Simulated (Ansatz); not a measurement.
The starting structures come from a database of crystals and need not be the phases stable at ambient conditions.

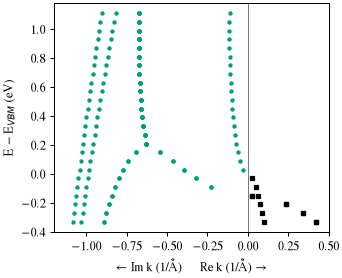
Figure: Complex bands at the centre of the two-dimensional zone; Ansatz (a program for electronic structure) with PBEsol

The gap is the functional's own. No spin-orbit coupling. Mid-gap values are interpolated on the energy grid.

### Question
This is MgTe (P6_3/mmc, NiAs type, not sure to be the ambient phase, 4 atoms a cell, 26.4 Å³ an atom) along the normal of (001). Read off the slowest decay at the centre of the two-dimensional zone at 0.39 eV, the computed energy nearest the middle of the gap.

### Answer
κ ≈ 0.09 1/Å, a decay length 1/(2κ) of the density of 5.5 Å.
